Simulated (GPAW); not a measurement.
Band structure of Re (P6_3/mmc, 2 atoms in the cell).

```xyz
2
Lattice="1.3912 -2.4096 0.0000 1.3912 2.4096 0.0000 0.0000 0.0000 4.4961" Properties=species:S:1:pos:R:3 pbc="T T T"
Re     1.3912     0.8032     1.1240
Re     1.3912    -0.8032     3.3721
```

Method: PBE, GPAW PAW datasets PBE (gpaw-data 1.0.1) (plane waves; GPAW).

Settings: mode = pw; ecut = 600 eV; xc = PBE; kpts = 14 14 7; mesh shift (steps) = 0 0 0; occupations.name = methfessel-paxton; occupations.width = 0.1 eV; occupations.order = 0; nbands = -10; convergence.forces = 0.001 eV/Å; symmetry.symmorphic = false; symmetry.tolerance = 0.0005; maxiter = 120; bandpath_npoints = 40.

The starting cell has typed, rounded lattice constants, without a prior relaxation at this level. Its lattice was rescaled by a random factor within 2.5 % of one. Spin-orbit coupling is off. Spin polarisation is off.

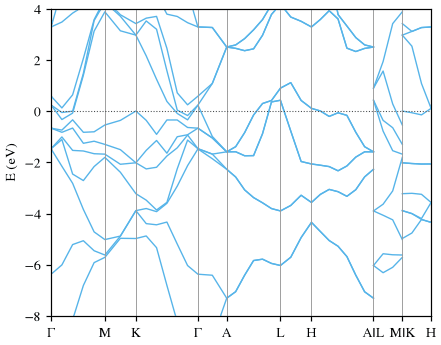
Fig. 1. Bands along the path, energies from the Fermi level.

Levels in eV from the Fermi level, bands 10 to 17:
| point | 10 | 11 | 12 | 13 | 14 | 15 | 16 | 17 |
|---|---|---|---|---|---|---|---|---|
| Γ | -1.46 | -1.46 | -0.66 | -0.66 | 0.24 | 0.24 | 0.59 | 3.29 |
| M | -1.80 | -1.68 | -1.30 | -0.54 | 3.88 | 4.26 | 4.40 | 5.91 |
| K | -3.22 | -2.01 | -2.01 | 0.01 | 2.97 | 2.97 | 3.42 | 6.40 |
| A | -2.27 | -1.59 | -1.59 | -1.59 | -1.59 | 2.51 | 2.51 | 2.51 |
| L | -3.90 | 0.43 | 0.43 | 0.90 | 0.90 | 4.18 | 4.18 | 4.66 |
| H | -3.56 | -2.06 | -2.06 | 0.11 | 0.11 | 3.29 | 3.29 | 9.31 |

Bands cross the Fermi level along this path, so the cell is metallic at this level.
